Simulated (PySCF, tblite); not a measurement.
# C4H7FO: magnetic properties

Aim: compute the magnetic properties of C4H7FO (`C/C=C(/F)CO`).

Computed with tblite 0.8.0 and PySCF 2.14.0 and routines of our own; the level stands in each step. Atoms count from 0.

## 1. The system as given

13 atoms, charge 0, multiplicity 1; geometry from: force field or distance geometry start.

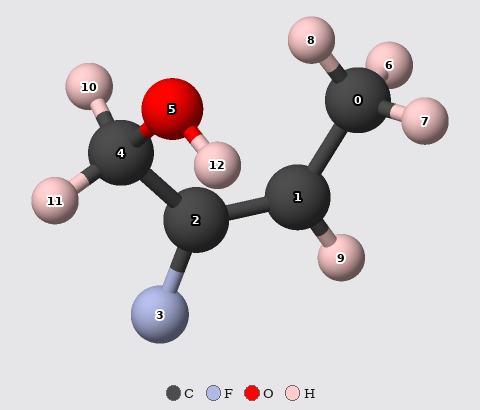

The starting geometry (carbon dark grey, fluorine light blue, oxygen red, hydrogen pink).

## 2. Geometry optimisation with GFN2-xTB, one coordinate held

What the job is given:

```
{"job": {"kind": "relax", "xc": "GFN2-xTB", "basis": "xTB"}, "charge": 0, "multiplicity": 1}
C     -1.713100    -0.606500    -0.500700
C     -1.016800     0.539500     0.144300
C      0.320400     0.713600     0.287000
F      0.698900     1.855200     0.916800
C      1.407900    -0.191900    -0.178100
O      1.081200    -1.539900     0.137200
H     -2.382700    -0.218800    -1.287600
H     -2.330200    -1.124100     0.241900
H     -1.043900    -1.333600    -0.958400
H     -1.662800     1.303200     0.576800
H      1.581800    -0.144700    -1.263200
H      2.338100     0.063900     0.327200
H      0.676300    -1.523600     1.035600
```

On the command line:

```
$ OMP_NUM_THREADS=1 python excited_run.py task.json out
```

This one command runs all jobs of the session in turn.

Standard output:

```text
step      E/eV     max force
  0    -568.53394    2.276
  1    -568.57357    1.738
  2    -568.59725    0.276
  3    -568.60507    0.240
  4    -568.61458    0.290
  5    -568.61866    0.195
  6    -568.62367    0.191
  7    -568.62759    0.218
  8    -568.63178    0.213
  9    -568.63469    0.133
 10    -568.63664    0.102
 11    -568.63795    0.112
 12    -568.63916    0.098
 13    -568.64029    0.093
 14    -568.64116    0.109
 15    -568.64185    0.112
 16    -568.64262    0.113
 17    -568.64362    0.127
 18    -568.64482    0.128
 19    -568.64608    0.112
 20    -568.64732    0.098
 21    -568.64848    0.104
 22    -568.64950    0.111
 23    -568.65035    0.091
 24    -568.65104    0.059
 25    -568.65152    0.050
 26    -568.65179    0.041
 27    -568.65193    0.083
 28    -568.65209    0.038
 29    -568.65221    0.031
 30    -568.65233    0.028
 31    -568.65239    0.028
 32    -568.65252    0.026
 33    -568.65264    0.030
 34    -568.65276    0.032
 35    -568.65285    0.029
 36    -568.65294    0.027
 37    -568.65305    0.026
 38    -568.65316    0.024
 39    -568.65324    0.022
 40    -568.65328    0.018
 41    -568.65332    0.019
 42    -568.65335    0.020
 43    -568.65337    0.018
 44    -568.65339    0.016
 45    -568.65340    0.012
 46    -568.65342    0.015
 47    -568.65344    0.016
 48    -568.65346    0.016
 49    -568.65347    0.015
 50    -568.65349    0.017
 51    -568.65352    0.018
 52    -568.65356    0.018
 53    -568.65360    0.016
 54    -568.65364    0.017
 55    -568.65369    0.017
 56    -568.65372    0.014
 57    -568.65375    0.014
 58    -568.65378    0.014
 59    -568.65382    0.018
 60    -568.65388    0.024
 61    -568.65397    0.025
 62    -568.65405    0.020
 63    -568.65409    0.016
 64    -568.65412    0.015
 65    -568.65414    0.015
 66    -568.65415    0.013
```

It took 0.3 s on 1 thread of Arm Neoverse V2, shared host.

One coordinate is held by a constraint (a dihedral, as typed in the start), so the force along it need not vanish.

Step by step: (not every step is listed)

| step | energy from step 0 (eV) | largest force (eV/Å) |
| --- | --- | --- |
| 0 | 0.0000 | 2.2756 |
| 1 | -0.0396 | 1.7376 |
| 2 | -0.0633 | 0.2757 |
| 3 | -0.0711 | 0.2404 |
| 4 | -0.0806 | 0.2903 |
| 5 | -0.0847 | 0.1954 |
| 6 | -0.0897 | 0.1909 |
| 7 | -0.0937 | 0.2180 |
| 8 | -0.0978 | 0.2128 |
| 13 | -0.1064 | 0.0926 |
| 18 | -0.1109 | 0.1279 |
| 23 | -0.1164 | 0.0911 |
| 28 | -0.1182 | 0.0381 |
| 33 | -0.1187 | 0.0305 |
| 38 | -0.1192 | 0.0242 |
| 43 | -0.1194 | 0.0185 |
| 48 | -0.1195 | 0.0160 |
| 53 | -0.1197 | 0.0157 |
| 58 | -0.1198 | 0.0142 |
| 61 | -0.1200 | 0.0249 |
| 62 | -0.1201 | 0.0197 |
| 63 | -0.1201 | 0.0158 |
| 64 | -0.1202 | 0.0153 |
| 65 | -0.1202 | 0.0147 |
| 66 | -0.1202 | 0.0132 |

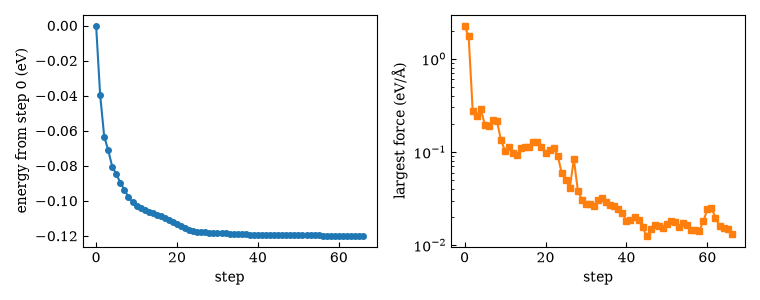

Energy and force, step by step.

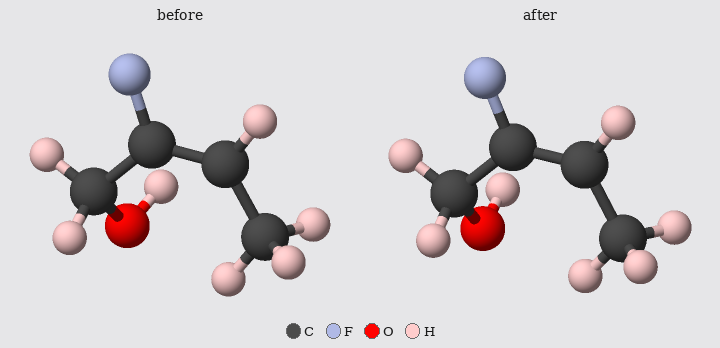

Before and after, at one scale.

Distances of close pairs at the start and the end, largest changes first:

| bond | before (Å) | after (Å) | change (Å) |
| --- | --- | --- | --- |
| C1–C2 | 1.356 | 1.323 | -0.033 |
| O5–H12 | 0.986 | 0.964 | -0.022 |
| C2–C4 | 1.490 | 1.506 | +0.017 |
| C0–H6 | 1.104 | 1.089 | -0.014 |
| C4–O5 | 1.422 | 1.409 | -0.014 |
| C4–H11 | 1.089 | 1.099 | +0.010 |
| C1–H9 | 1.090 | 1.082 | -0.008 |
| C0–H7 | 1.096 | 1.089 | -0.006 |

The end geometry stands in the next job.

## 3. Magnetic properties: GIAO KT3/pcSseg-1

What the job is given:

```
{"job": {"kind": "mag", "xc": "KT3", "basis": "pcSseg-1", "isotopologues": 0}, "charge": 0, "multiplicity": 1}
C     -1.737199    -0.572101    -0.516120
C     -1.057710     0.569083     0.157788
C      0.251708     0.705715     0.286788
F      0.732910     1.820347     0.908524
C      1.355424    -0.218335    -0.156735
O      1.115261    -1.574460     0.138434
H     -2.313084    -0.203467    -1.364026
H     -2.434274    -1.048397     0.171939
H     -1.021896    -1.310175    -0.862973
H     -1.692658     1.345924     0.561820
H      1.471518    -0.174445    -1.244683
H      2.291983     0.126545     0.303767
H      0.992275    -1.672621     1.089366
```

Method: GIAO KT3/pcSseg-1 magnetisability, rotational g tensor and spin-rotation constants, non-relativistic, gas phase.

Standard output:

```text
coarse grid: 10856 points
cycle   1  E = -336.0963586009  dE =  6.493e-01  |g| = 9.401e-01  |ddm| = 3.162e+00
cycle   2  E = -335.7473764103  dE =  3.490e-01  |g| = 1.643e+00  |ddm| = 2.330e+00
cycle   3  E = -336.2486778542  dE = -5.013e-01  |g| = 2.011e-01  |ddm| = 1.741e+00
cycle   4  E = -336.2573401873  dE = -8.662e-03  |g| = 8.370e-02  |ddm| = 2.641e-01
cycle   5  E = -336.2586155446  dE = -1.275e-03  |g| = 4.589e-02  |ddm| = 1.087e-01
cycle   6  E = -336.2591492665  dE = -5.337e-04  |g| = 6.618e-03  |ddm| = 4.322e-02
cycle   7  E = -336.2591594520  dE = -1.019e-05  |g| = 1.579e-03  |ddm| = 7.239e-03
cycle   8  E = -336.2591598015  dE = -3.495e-07  |g| = 7.856e-04  |ddm| = 1.914e-03
final grid: 105248 points
cycle   9  E = -336.3321987293  dE = -1.380e-04  |g| = 2.934e-02  |ddm| = 5.707e-02
cycle  10  E = -336.3318129728  dE =  3.858e-04  |g| = 5.627e-02  |ddm| = 6.455e-02
cycle  11  E = -336.3323240444  dE = -5.111e-04  |g| = 4.257e-03  |ddm| = 4.690e-02
cycle  12  E = -336.3323287887  dE = -4.744e-06  |g| = 9.911e-04  |ddm| = 4.278e-03
cycle  13  E = -336.3323290137  dE = -2.250e-07  |g| = 2.035e-04  |ddm| = 1.028e-03
cycle  14  E = -336.3323290226  dE = -8.879e-09  |g| = 7.565e-05  |ddm| = 2.643e-04
cycle  15  E = -336.3323290238  dE = -1.213e-09  |g| = 2.200e-05  |ddm| = 8.509e-05
cycle  16  E = -336.3323290239  dE = -7.697e-11  |g| = 5.603e-06  |ddm| = 2.252e-05
converged SCF energy = -336.3323290239

Magnetisability tensor (1e-30 J/T^2)
     -795.40      -55.80      -25.33
      -55.80     -911.62       32.91
      -25.33       32.91     -854.73
isotropic -853.91   principal values    -939.81   -862.76   -759.17
isotropic susceptibility -51.424 1e-6 cm^3/mol

Inertial axes            a          b          c
rot. const./GHz      3.7721     3.4563     1.9344
chi total           -54.834    -46.948    -52.490
chi diamagnetic    -394.521   -411.271   -684.001
chi paramagnetic    339.686    364.324    631.511
quadrupole/D A       -4.624      0.463      4.161
g nuclear            0.5915     0.5643     0.5617
g electronic        -0.6020    -0.5916    -0.5739
g total             -0.0105    -0.0272    -0.0122

Spin-rotation constants (kHz, H = +C I.J)
atom  isotope        aa         bb         cc
  3    19F        4.422      5.233      2.110
  6     1H       -0.359     -0.183     -0.076
  7     1H       -0.284     -0.328     -0.031
  8     1H       -0.286      0.027     -0.187
  9     1H       -0.299      0.195     -0.194
 10     1H       -0.347     -0.334      0.110
 11     1H       -0.018     -0.127     -0.182
 12     1H       -0.518     -0.439      0.025
  0    13C*       0.523      0.518      0.242
  1    13C*       1.350      1.083      0.311
  2    13C*       1.655      1.263      0.541
  4    13C*       0.752      0.766      0.456
  5    17O*      -0.486     -0.331     -0.132
* in the singly substituted isotopologue
```

It took 16 s on 1 thread of Arm Neoverse V2, shared host; peak memory 0.51 GiB.

From this job:

| quantity | value |
| --- | --- |
| magnetisability | -854·10⁻³⁰ J/T² |
| molar susceptibility | -51.4·10⁻⁶ cm³/mol |
| rotational g (a, b, c) | -0.0105, -0.0272, -0.0122 |

## 4. Summary of results

```
                                          quantity                      value
       magnetisability (step 3, GIAO KT3/pcSseg-1)            -854·10⁻³⁰ J/T²
  molar susceptibility (step 3, GIAO KT3/pcSseg-1)         -51.4·10⁻⁶ cm³/mol
rotational g (a, b, c) (step 3, GIAO KT3/pcSseg-1)  -0.0105, -0.0272, -0.0122
```

The values above hold for this geometry and these levels alone. Vibrational averaging and real surroundings are missing from these values.
